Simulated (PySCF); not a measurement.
## Electronic structure of C4H7BFN (SMILES CC#[N+][BH2-]/C=C/F) in real space

```xyz
14

C     2.5662    0.9630    0.0098
C     1.4278    0.0982    0.0165
N     0.5196   -0.6052    0.0240
B    -0.6618   -1.4793    0.0251
C    -1.9648   -0.5959   -0.2816
C    -2.0167    0.6967   -0.5153
F    -3.1858    1.3548   -0.7722
H     2.2488    1.9849   -0.1983
H     3.0597    0.9331    0.9816
H     3.2682    0.6445   -0.7610
H    -0.7028   -1.9674    1.1124
H    -0.4664   -2.2865   -0.8307
H    -2.9045   -1.1331   -0.2987
H    -1.1882    1.3918   -0.5388
```

Geometry: GFN2-xTB.

These are results of PBE0/pcSseg-1, SCF density, gas phase, non-relativistic in PySCF, not measurements.

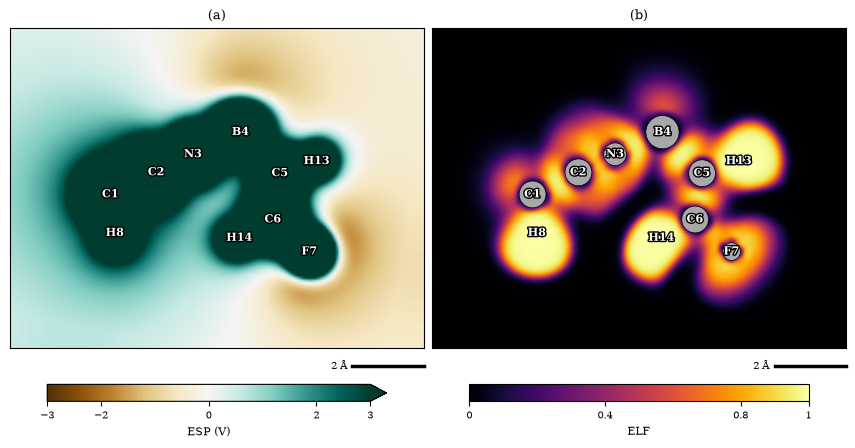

Figure 1. (a) molecular electrostatic potential; (b) ELF on the plane of atoms C5, C6 and H14. Grey discs cover the atomic cores in the ELF map.

> Interpret the plot.

Atoms in the plane: C, N, B, F and H. C–N (1.15 Å): the ELF peaks at about 0.85 between the atoms: a multiple bond. C–C (1.31 Å): the ELF peaks at about 0.95 between the atoms (a short, multiple covalent bond). C–F (1.37 Å): the ELF peaks at about 0.85 between the atoms, as expected for a polar covalent bond. B–N (1.47 Å): the ELF peaks at about 0.95 between the atoms (a shared but strongly polarised pair). C–B (1.60 Å): the ELF peaks at about 0.95 between the atoms: localised, covalent bonding. The ELF also peaks beside F7, away from the bonds: lone-pair regions. Outside the dense part of the molecule the potential is most negative (−1.7 V) near F7.

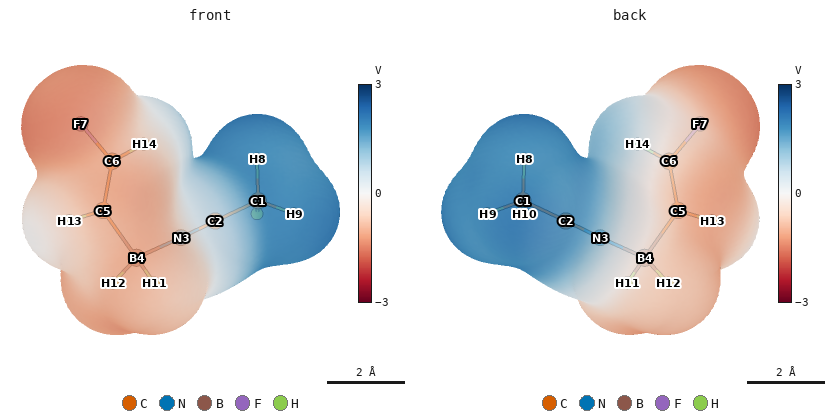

Figure 2. The molecular electrostatic potential painted on the density surface at 0.002 e/bohr³, seen from the front and from behind; red is negative and blue positive.

> Which sites attract a positive test charge, and which a negative one?

A positive charge is drawn to the negative regions and a negative charge to the positive ones. The most negative region (about −1.5 V) lies over F7, the most positive (about +2.1 V) over H8, H9 and H10.

> How polar is the molecule by this calculation?

Its dipole moment is 8.10 D.
